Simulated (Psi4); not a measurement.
**C₈H₂₀O₄W: single-point calculation (part 1 of 2)**

System: C₈H₂₀O₄W, multiplicity 3, SMILES CC[O][W]([O]CC)([O]CC)[O]CC.
Method: HF/def2-TZVP, UHF, core potentials def2 (Psi4 1.11).

The geometry comes from this level: GFN2-xTB.

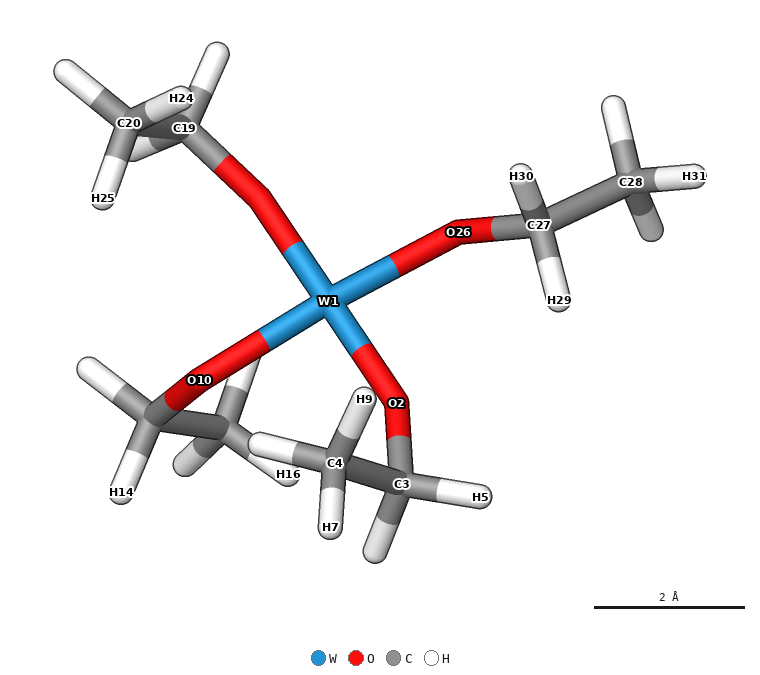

Fig. 1: The structure (stick view, seen at a tilt; atoms are numbered from 1 in the order of the input). Sticks mark near contacts. Bond lengths as drawn: C–C 1.53 to 1.54 Å, C–H 1.09 to 1.11 Å, C–O 1.38 to 1.39 Å and O–W 1.78 to 2.04 Å.

**The input (job.py)**
```python
import psi4

psi4.set_memory(3300000000)
psi4.set_num_threads(1)
psi4.core.set_output_file('run.log', False)

geom = psi4.geometry("""
0 3
W     -0.01848152    -0.22304437    -0.27191269
O     -1.92646240     2.56494417    -0.22529315
C     -2.36733551     5.00830335     0.59513145
C     -1.29240259     5.27573739     3.26771441
H     -4.41428684     5.41892194     0.57530822
H     -1.41383639     6.34777903    -0.68899415
H     -1.42950222     7.21219645     3.94034353
H      0.68786031     4.68754124     3.20905732
H     -2.32642293     4.02940632     4.54395985
O      3.10582158     1.96102549     0.32136682
C      4.80527118     2.26362734    -1.64417511
C      3.62916233     1.74009761    -4.25929151
H      6.44538338     0.98921493    -1.37795050
H      5.53232441     4.22387804    -1.62127163
H      4.97370247     2.16689226    -5.76096237
H      1.95565867     2.94646097    -4.50062843
H      3.07715443    -0.26879464    -4.40351540
O      1.88067434    -2.99665210    -0.20019759
C      3.70184120    -4.67958549     0.60696113
C      4.45174122    -3.96651624     3.31015766
H      5.36353407    -4.57037822    -0.65080278
H      2.95239471    -6.62645694     0.54180338
H      5.97102433    -5.16018064     4.00814690
H      2.80185913    -4.16064780     4.53405769
H      5.05184264    -1.99165795     3.31917166
O     -3.08665975    -2.23008470    -1.19109438
C     -5.47517909    -1.99823420    -0.14000981
C     -7.43246292    -3.54626005    -1.61293794
H     -6.06227920     0.01678077    -0.14208851
H     -5.45371180    -2.66054541     1.84828443
H     -9.29352190    -3.34502311    -0.76592490
H     -6.89358862    -5.52828039    -1.60269562
H     -7.50115447    -2.90044614    -3.56171801
units bohr
""")

psi4.set_options({
    'basis': 'def2-TZVP',
    'reference': 'uhf',
    'scf_initial_accelerator': 'none',
    's_orthogonalization': 'partialcholesky',
})

e_tot, wfn = psi4.energy("hf", return_wfn=True)
print(f'hf energy: {e_tot:.10f} Eh')
for k, v in sorted(psi4.core.scalar_variables().items()):
    print(f'{k:45s} {v:18.10f}')
```

Run as:
```bash
python job.py
```

**What the program printed**
```
=> Loading Basis Set <=

    Name: DEF2-TZVP
    Role: ORBITAL
    Keyword: BASIS

    !!!  WARNING: ECP capability is in beta. Please check occupations closely.  !!!

         ---------------------------------------------------------
                                   SCF
                              UHF Reference
                        1 Threads,   3147 MiB Core
         ---------------------------------------------------------

  ==> Geometry <==

    Molecular point group: c1
    Full point group: C1

    Geometry (in Bohr), charge = 0, multiplicity = 3:

       Center              X                  Y                   Z               Mass
    ------------   -----------------  -----------------  -----------------  -----------------
         W           -0.008721981793    -0.085058801251    -0.085698950690   183.950930920000
         O           -1.916702861793     2.702929738749    -0.039079410690    15.994914619570
         C           -2.357575971793     5.146288918749     0.781345189310    12.000000000000
         C           -1.282643051793     5.413722958749     3.453928149310    12.000000000000
         H           -4.404527301793     5.556907508749     0.761521959310     1.007825032230
         H           -1.404076851793     6.485764598749    -0.502780410690     1.007825032230
         H           -1.419742681793     7.350182018749     4.126557269310     1.007825032230
         H            0.697619848207     4.825526808749     3.395271059310     1.007825032230
         H           -2.316663391793     4.167391888749     4.730173589310     1.007825032230
         O            3.115581118207     2.099011058749     0.507580559310    15.994914619570
         C            4.815030718207     2.401612908749    -1.457961370690    12.000000000000
         C            3.638921868207     1.878083178749    -4.073077770690    12.000000000000
         H            6.455142918207     1.127200498749    -1.191736760690     1.007825032230
         H            5.542083948207     4.361863608749    -1.435057890690     1.007825032230
         H            4.983462008207     2.304877828749    -5.574748630690     1.007825032230
         H            1.965418208207     3.084446538749    -4.314414690690     1.007825032230
         H            3.086913968207    -0.130809071251    -4.217301660690     1.007825032230
         O            1.890433878207    -2.858666531251    -0.013983850690    15.994914619570
         C            3.711600738207    -4.541599921251     0.793174869310    12.000000000000
         C            4.461500758207    -3.828530671251     3.496371399310    12.000000000000
         H            5.373293608207    -4.432392651251    -0.464589040690     1.007825032230
         H            2.962154248207    -6.488471371251     0.728017119310     1.007825032230
         H            5.980783868207    -5.022195071251     4.194360639310     1.007825032230
         H            2.811618668207    -4.022662231251     4.720271429310     1.007825032230
         H            5.061602178207    -1.853672381251     3.505385399310     1.007825032230
         O           -3.076900211793    -2.092099131251    -1.004880640690    15.994914619570
         C           -5.465419551793    -1.860248631251     0.046203929310    12.000000000000
         C           -7.422703381793    -3.408274481251    -1.426724200690    12.000000000000
         H           -6.052519661793     0.154766338749     0.044125229310     1.007825032230
         H           -5.443952261793    -2.522559841251     2.034498169310     1.007825032230
         H           -9.283762361793    -3.207037541251    -0.579711160690     1.007825032230
         H           -6.883829081793    -5.390294821251    -1.416481880690     1.007825032230
         H           -7.491394931793    -2.762460571251    -3.375504270690     1.007825032230

  Running in c1 symmetry.

  Rotational constants: A =      0.02074  B =      0.01649  C =      0.01199 [cm^-1]
  Rotational constants: A =    621.68335  B =    494.44330  C =    359.38532 [MHz]
  Nuclear repulsion = 1015.143840938830976

  Charge       = 0
  Multiplicity = 3
  Electrons    = 114
  Nalpha       = 58
  Nbeta        = 56

  ==> Algorithm <==

  SCF Algorithm Type is DF.
  DIIS enabled.
  MOM disabled.
  Fractional occupation disabled.
  Guess Type is SAD.
  Energy threshold   = 1.00e-06
  Density threshold  = 1.00e-06
  Integral threshold = 1.00e-12

  ==> Primary Basis <==

  Basis Set: DEF2-TZVP
    Blend: DEF2-TZVP
    Number of shells: 226
    Number of basis functions: 532
    Number of Cartesian functions: 598
    Spherical Harmonics?: true
    Max angular momentum: 3

  Core potential: DEF2-TZVP
    Number of shells: 4
    Number of ECP primitives: 10
    Number of ECP core electrons: 60
    Max angular momentum: 3

   => Loading Basis Set <=

    Name: (DEF2-TZVP AUX)
    Role: JKFIT
    Keyword: DF_BASIS_SCF

  ==> Integral Setup <==

  ==> DiskDFJK: Density-Fitted J/K Matrices <==

    J tasked:                  Yes
    K tasked:                  Yes
    wK tasked:                  No
    Integrals threads:           1
    Memory [MiB]:             2360
    Algorithm:                Core
    Integral Cache:           NONE
    Schwarz Cutoff:          1E-12
    Fitting Condition:       1E-10

   => Auxiliary Basis Set <=

  Basis Set: (DEF2-TZVP AUX)
    Blend: DEF2-UNIVERSAL-JKFIT
    Number of shells: 465
    Number of basis functions: 1495
    Number of Cartesian functions: 1825
    Spherical Harmonics?: true
    Max angular momentum: 6

    Proceeding with canonical orthogonalization in reduced basis.
  Minimum eigenvalue in the overlap matrix is 3.0467952492E-04.
  Reciprocal condition number of the overlap matrix is 3.4264280294E-05.

  ==> Pre-Iterations <==

  SCF Guess: Superposition of Atomic Densities via on-the-fly atomic UHF (no occupation information).

   -------------------------
    Irrep   Nso     Nmo
   -------------------------
     A        532     532
   -------------------------
    Total     532     532
   -------------------------

  ==> Iterations <==

                           Total Energy        Delta E     RMS |[F,P]|

   @DF-UHF iter SAD:  -678.34816988275827   -6.78348e+02   0.00000e+00
   @DF-UHF iter   1:  -679.98015138578728   -1.63198e+00   2.23689e-03 DIIS
   @DF-UHF iter   2:  -680.34700282188930   -3.66851e-01   1.80808e-03 DIIS
   @DF-UHF iter   3:  -680.70531419681174   -3.58311e-01   3.00652e-04 DIIS
   @DF-UHF iter   4:  -680.72763292844263   -2.23187e-02   1.17034e-04 DIIS
   @DF-UHF iter   5:  -680.73456844700615   -6.93552e-03   6.16093e-05 DIIS
   @DF-UHF iter   6:  -680.73815499922353   -3.58655e-03   4.77071e-05 DIIS
   @DF-UHF iter   7:  -680.74097246409792   -2.81746e-03   3.55957e-05 DIIS
   @DF-UHF iter   8:  -680.74375350379319   -2.78104e-03   2.02657e-05 DIIS
   @DF-UHF iter   9:  -680.74461698775781   -8.63484e-04   1.05818e-05 DIIS
   @DF-UHF iter  10:  -680.74482346023842   -2.06472e-04   5.10336e-06 DIIS
   @DF-UHF iter  11:  -680.74485585725267   -3.23970e-05   2.53648e-06 DIIS
   @DF-UHF iter  12:  -680.74486125977876   -5.40253e-06   1.49062e-06 DIIS
   @DF-UHF iter  13:  -680.74486306073231   -1.80095e-06   7.56766e-07 DIIS
   @DF-UHF iter  14:  -680.74486346667413   -4.05942e-07   3.80269e-07 DIIS
  Energy and wave function converged.

  ==> Post-Iterations <==

   @Spin Contamination Metric:   1.852223017E-02
   @S^2 Expected:                2.000000000E+00
   @S^2 Observed:                2.018522230E+00
   @S   Expected:                1.000000000E+00
   @S   Observed:                1.000000000E+00

    Orbital Energies [Eh]
    ---------------------

    Alpha Occupied:

       1A    -20.570505     2A    -20.564839     3A    -20.496371
       4A    -20.495287     5A    -11.292758     6A    -11.288050
       7A    -11.260647     8A    -11.249957     9A    -11.220924
      10A    -11.220443    11A    -11.213663    12A    -11.190430
      13A     -3.546816    14A     -2.061689    15A     -2.041014
      16A     -2.033836    17A     -1.381096    18A     -1.333104
      19A     -1.296589    20A     -1.280244    21A     -1.022061
      22A     -1.003450    23A     -0.995348    24A     -0.975041
      25A     -0.875240    26A     -0.837467    27A     -0.820015
      28A     -0.802066    29A     -0.704690    30A     -0.681734
      31A     -0.663045    32A     -0.659781    33A     -0.633506
      34A     -0.628504    35A     -0.622216    36A     -0.618181
      37A     -0.609399    38A     -0.596374    39A     -0.569326
      40A     -0.561998    41A     -0.547600    42A     -0.541895
      43A     -0.539390    44A     -0.536280    45A     -0.528803
      46A     -0.524487    47A     -0.510023    48A     -0.506445
      49A     -0.482729    50A     -0.477813    51A     -0.455530
      52A     -0.453054    53A     -0.444413    54A     -0.407316
      55A     -0.399888    56A     -0.393325    57A     -0.382583
      58A     -0.344069

    Alpha Virtual:

      59A      0.098679    60A      0.110527    61A      0.121444
      62A      0.126893    63A      0.144519    64A      0.152074
      65A      0.172879    66A      0.178100    67A      0.179694
      68A      0.183680    69A      0.192689    70A      0.200503
      71A      0.205269    72A      0.211877    73A      0.220924
      74A      0.226858    75A      0.232813    76A      0.238477
      77A      0.243457    78A      0.250430    79A      0.252302
      80A      0.257663    81A      0.262276    82A      0.270506
      83A      0.275838    84A      0.287605    85A      0.288565
      86A      0.293691    87A      0.303931    88A      0.305444
      89A      0.308484    90A      0.321322    91A      0.325221
      92A      0.328492    93A      0.337665    94A      0.344765
      95A      0.352806    96A      0.359706    97A      0.363183
      98A      0.366086    99A      0.376189   100A      0.392363
     101A      0.398490   102A      0.409146   103A      0.420650
     104A      0.427897   105A      0.445766   106A      0.458452
     107A      0.476199   108A      0.486987   109A      0.492124
     110A      0.502996   111A      0.520701   112A      0.525309
     113A      0.534281   114A      0.547147   115A      0.553277
     116A      0.558168   117A      0.568097   118A      0.573612
     119A      0.574360   120A      0.582761   121A      0.588172
     122A      0.591823   123A      0.597202   124A      0.599669
     125A      0.609354   126A      0.614680   127A      0.617467
     128A      0.621938   129A      0.624677   130A      0.628947
     131A      0.638187   132A      0.648633   133A      0.654997
     134A      0.663490   135A      0.666966   136A      0.674483
     137A      0.680206   138A      0.696194   139A      0.708525
     140A      0.714829   141A      0.715405   142A      0.722189
     143A      0.727794   144A      0.737828   145A      0.739731
     146A      0.751444   147A      0.765466   148A      0.777971
     149A      0.779303   150A      0.792152   151A      0.801251
     152A      0.812330   153A      0.816230   154A      0.830698
     155A      0.844827   156A      0.852967   157A      0.863073
     158A      0.866185   159A      0.888427   160A      0.914153
     161A      0.925022   162A      0.931776   163A      0.935249
     164A      0.952722   165A      0.976634   166A      0.983463
     167A      0.990685   168A      0.994898   169A      1.002551
     170A      1.017324   171A      1.032744   172A      1.041389
     173A      1.065339   174A      1.070894   175A      1.073930
     176A      1.082224   177A      1.086718   178A      1.096964
     179A      1.099521   180A      1.109261   181A      1.121702
     182A      1.136838   183A      1.144123   184A      1.155285
     185A      1.164707   186A      1.180989   187A      1.191216
     188A      1.202337   189A      1.212536   190A      1.240182
     191A      1.247765   192A      1.255520   193A      1.263460
     194A      1.284466   195A      1.293682   196A      1.301079
     197A      1.312289   198A      1.314946   199A      1.320748
     200A      1.334116   201A      1.342923   202A      1.345949
     203A      1.352458   204A      1.365018   205A      1.396884
     206A      1.403386   207A      1.408720   208A      1.416866
     209A      1.432475   210A      1.452453   211A      1.460090
     212A      1.470662   213A      1.482256   214A      1.498962
     215A      1.510667   216A      1.522442   217A      1.548718
     218A      1.565065   219A      1.576836   220A      1.625120
     221A      1.734667   222A      1.747921   223A      1.752717
     224A      1.758784   225A      1.764056   226A      1.773328
     227A      1.781087   228A      1.793513   229A      1.801587
     230A      1.808409   231A      1.811101   232A      1.814528
     233A      1.827536   234A      1.828715   235A      1.831562
     236A      1.839242   237A      1.843293   238A      1.854675
     239A      1.861705   240A      1.864829   241A      1.868170
     242A      1.879849   243A      1.883183   244A      1.888522
     245A      1.896353   246A      1.901907   247A      1.912866
     248A      1.920783   249A      1.929150   250A      1.941719
     251A      1.956123   252A      1.969025   253A      1.981414
     254A      1.997596   255A      2.021773   256A      2.033502
     257A      2.045914   258A      2.051675   259A      2.062665
     260A      2.078633   261A      2.088122   262A      2.100083
     263A      2.108041   264A      2.120300   265A      2.128293
     266A      2.144183   267A      2.150013   268A      2.155026
     269A      2.174777   270A      2.178725   271A      2.180581
     272A      2.196321   273A      2.218516   274A      2.224145
     275A      2.242047   276A      2.265264   277A      2.272880
     278A      2.287270   279A      2.290044   280A      2.304367
     281A      2.312160   282A      2.326176   283A      2.349320
     284A      2.371723   285A      2.395694   286A      2.411791
     287A      2.432146   288A      2.436930   289A      2.443773
     290A      2.485216   291A      2.492392   292A      2.522108
     293A      2.566185   294A      2.572594   295A      2.597147
     296A      2.607101   297A      2.619275   298A      2.626532
     299A      2.631858   300A      2.635775   301A      2.646911
     302A      2.654254   303A      2.661608   304A      2.666249
     305A      2.684195   306A      2.689865   307A      2.707258
     308A      2.713036   309A      2.725972   310A      2.730905
     311A      2.738661   312A      2.748212   313A      2.755511
     314A      2.763223   315A      2.776504   316A      2.782533
     317A      2.793480   318A      2.795275   319A      2.803151
     320A      2.807803   321A      2.820741   322A      2.826249
     323A      2.837982   324A      2.845199   325A      2.866639
     326A      2.868009   327A      2.881291   328A      2.885049
     329A      2.900376   330A      2.904520   331A      2.914173
     332A      2.923729   333A      2.930521   334A      2.936004
     335A      2.939699   336A      2.946539   337A      2.955726
     338A      2.962352   339A      2.974874   340A      2.979115
     341A      2.986107   342A      2.995601   343A      3.025352
     344A      3.032307   345A      3.045805   346A      3.057507
     347A      3.079711   348A      3.097367   349A      3.105328
     350A      3.123627   351A      3.131882   352A      3.191634
     353A      3.209823   354A      3.240463   355A      3.257976
     356A      3.300296   357A      3.316258   358A      3.323575
     359A      3.338493   360A      3.351288   361A      3.355958
     362A      3.373973   363A      3.387117   364A      3.391375
     365A      3.404213   366A      3.409124   367A      3.418747
     368A      3.428525   369A      3.435824   370A      3.441838
     371A      3.446896   372A      3.461480   373A      3.466383
     374A      3.479479   375A      3.485622   376A      3.502322
     377A      3.524317   378A      3.531528   379A      3.541926
     380A      3.547135   381A      3.551878   382A      3.566093
     383A      3.571526   384A      3.577353   385A      3.582234
     386A      3.606797   387A      3.615963   388A      3.624035
```
